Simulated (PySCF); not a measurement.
Consider C$_{3}$H$_{12}$B$_{2}$N$_{2}$.

```yaml
atoms:
  - { symbol: C, position_ang: [-2.5402, -0.9640, 0.0313] }
  - { symbol: C, position_ang: [-1.8064, -0.2743, -0.8494] }
  - { symbol: B, position_ang: [-0.6348, 0.7510, -0.5343] }
  - { symbol: N, position_ang: [-0.1303, 0.7331, 0.9724] }
  - { symbol: B, position_ang: [1.3211, 0.3273, 0.4181] }
  - { symbol: C, position_ang: [1.8291, -1.0838, 0.9692] }
  - { symbol: N, position_ang: [0.7841, 0.2588, -1.0938] }
  - { symbol: H, position_ang: [-2.3936, -0.8692, 1.1159] }
  - { symbol: H, position_ang: [-3.3403, -1.6495, -0.2674] }
  - { symbol: H, position_ang: [-2.0472, -0.4314, -1.9122] }
  - { symbol: H, position_ang: [-0.8511, 1.8954, -0.9054] }
  - { symbol: H, position_ang: [-0.5661, 0.0194, 1.5542] }
  - { symbol: H, position_ang: [-0.1836, 1.6225, 1.4590] }
  - { symbol: H, position_ang: [2.0930, 1.2665, 0.5424] }
  - { symbol: H, position_ang: [1.0832, -1.8881, 0.8314] }
  - { symbol: H, position_ang: [2.0619, -1.0353, 2.0463] }
  - { symbol: H, position_ang: [2.7543, -1.4059, 0.4626] }
  - { symbol: H, position_ang: [0.7843, -0.6755, -1.4982] }
  - { symbol: H, position_ang: [1.2386, 0.8925, -1.7438] }
```

Geometry: PBE0-D3(BJ)/def2-SVP.

Method: PBE0/pcSseg-1, SCF density, gas phase, non-relativistic (PySCF 2.14.0).

Question: Predict the electron density and electron localisation function between the atoms.

Answer: C–B (1.59 Å): the density is about 1.4 e/Å³ at the midpoint; the ELF peaks at about 1 between the atoms (a covalent bond).
C–H (1.11 Å): ρ is about 1.8 e/Å³ halfway; the ELF climbs to about 1 towards the hydrogen, as it does in any bond to H (a covalent bond by its length).
B–H (1.22 Å): the density is about 1.2 e/Å³ at the midpoint; the ELF climbs to about 1 towards the hydrogen (an ordinary covalent bond to hydrogen).

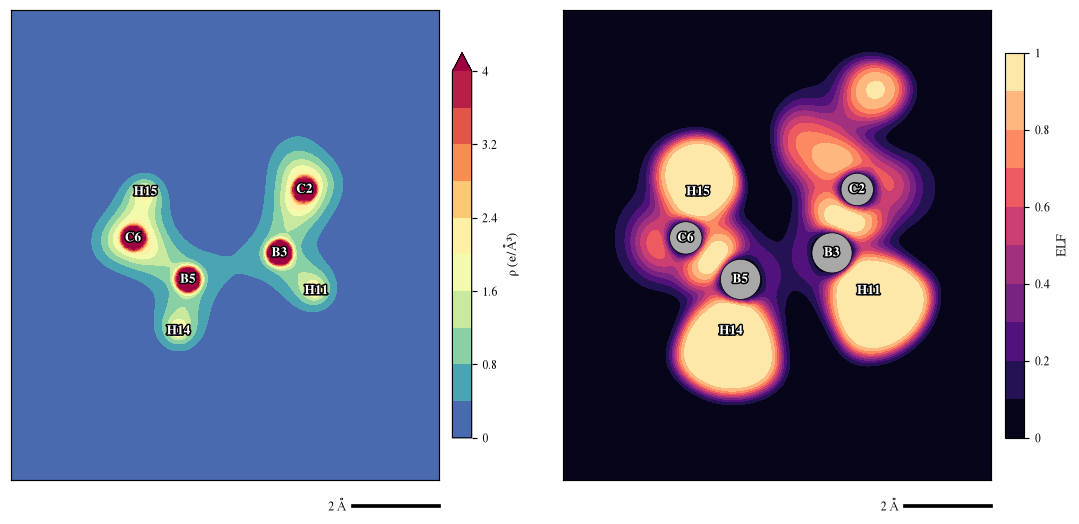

Computed electron density and electron localisation function on the plane of atoms B5, C6 and H15, in this order. Grey discs cover the atomic cores in the ELF map. 
